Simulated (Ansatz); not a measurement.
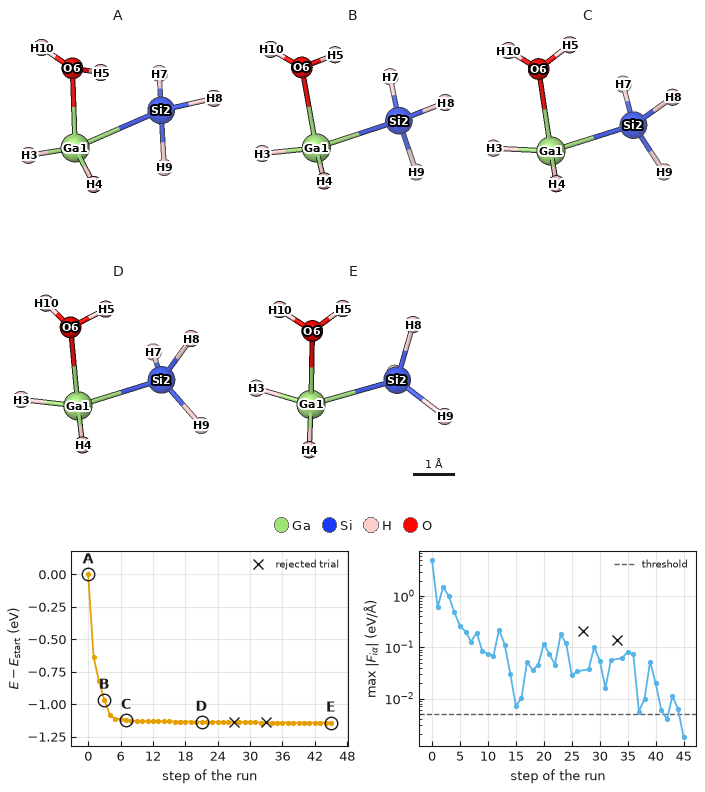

Frames of a relaxation of GaSiH₇O (started from a transition state, displaced along its imaginary mode), marked on the history of the run. Style: ball-and-stick. Shown at a tilt.

Method: RKS PBE0-D4/def2-TZVP in Ansatz. Set-up: force threshold 0.005 eV/Å; at most 200 steps.

Question: What happens along the run?

Answer: The largest move after the best rigid fit is that of H9, 1.26 Å. Largest moves by element: H 1.26 Å, Si 0.40 Å, Ga 0.35 Å, O 0.34 Å. Near-neighbour distances that change, for instance: Si2–H5 2.143 → 2.994 Å, Ga1–Si2 2.579 → 2.424 Å, Ga1–O6 2.047 → 2.199 Å, H5–O6 0.909 → 0.965 Å. Bond angles that change, for instance: Ga1–O6–H5 70.5° → 107.4°, Ga1–Si2–H9 82.2° → 116.0°, Ga1–Si2–H8 123.1° → 106.8°. After 43 accepted moves (45 points after the start) the energy has fallen by 1.141 eV. The largest force component goes from 5.1 to 0.0017 eV/Å. The line search rejected the trial steps at points 27, 33 of the run. The forces were under the threshold at step 42, but the run went on from there. From step 0 to 3: H9 moves most (0.53 Å), energy −0.965 eV. From step 3 to 7: H5 moves most (0.47 Å), energy −0.155 eV. From step 7 to 21: H8 moves most (0.48 Å), energy −0.015 eV. From step 21 to 45: H8 moves most (0.57 Å), energy −0.006 eV.
